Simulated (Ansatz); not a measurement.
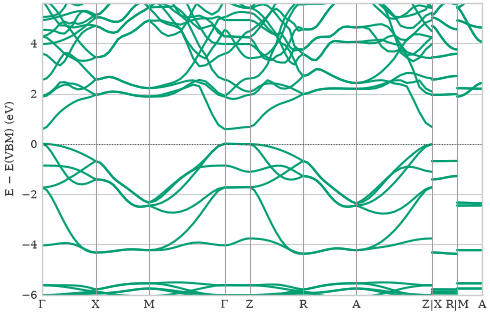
Fig. 1. Band structure from plane-wave PAW r²SCAN (Ansatz code)

Read off the gap and where the band edges lie.

About 0.6 eV (0.59 eV by a search for the band edges); maximum at Γ, minimum at Γ.

Which of these materials gives this?
A. BaCdSbF, P4/nmm (Ba on 2c, Cd on 2a, Sb on 2c, F on 2b)
B. Ta2CoO6, P4_2/mnm (Ta on 4e, Co on 2a, O on 4g, O on 8j)
C. BaTiO3, P4mm (Ti on 1b, Ba on 1a, O on 1b, O on 2c)
D. YSF, P4/nmm (Y on 2c, S on 2c, F on 2a)

A, BaCdSbF, P4/nmm (Ba on 2c, Cd on 2a, Sb on 2c, F on 2b)

The workflow started from a Materials Project entry (that database holds measured and hypothetical structures alike); the Crystallography Open Database files this formula in space group No. 129, but the cells were not matched. Its standing as an ambient phase is unchecked. The cell was relaxed with r²SCAN under the symmetry of its start; its stability against distortions is not shown here. Scalar-relativistic: spin–orbit coupling is off unless named, which matters more the heavier the elements.

Potentials: the later of the program's two PAW sets.
